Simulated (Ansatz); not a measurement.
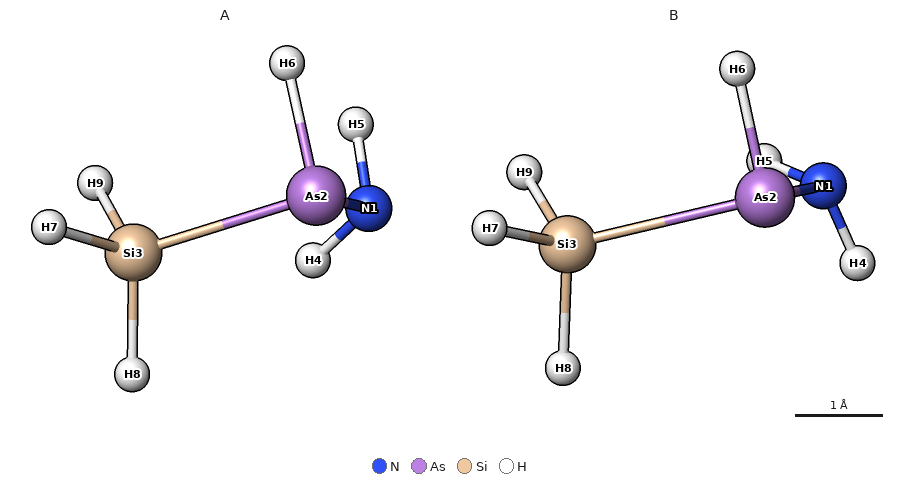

Two geometries of SiAsNH$_{6}$, drawn at one scale. One is the start of a relaxation, the other its converged end. A ball-and-stick model, seen from a free direction.

All numbers below come from RKS B3LYP-D4/def2-SVP in Ansatz 0.2.0. (no spin polarisation; force threshold 0.015 eV/Å; at most 40 steps)

> Which one is relaxed?

Structure B is the relaxed one. The run prepares an end point of a later path (inversion) calculation, from a guessed geometry. The atom that moves furthest after the best rigid fit is H4 (1.11 Å). By element the largest moves are H 1.11 Å, N 0.29 Å, Si 0.21 Å, As 0.09 Å. Among the contacts that change: As2–Si3 2.312 → 2.402 Å, N1–H5 1.098 → 1.020 Å, Si3–H8 1.429 → 1.494 Å, As2–H6 1.576 → 1.531 Å. Bond angles that change, for instance: N1–As2–Si3 90.4° → 99.2°, As2–N1–H5 107.6° → 114.9°, H8–Si3–H9 113.3° → 107.8°. Groups turn about N1–As2 by about 65°. The energy falls by 0.613 eV in 10 accepted moves (11 points after the start). Largest force component: 2.4 eV/Å at the start, 0.0071 eV/Å at the end. The line search rejected the trial step at point 6 of the run. Cost: 59 s on 1 thread of Arm Neoverse V2, on a shared host, peak memory 0.21 GiB.
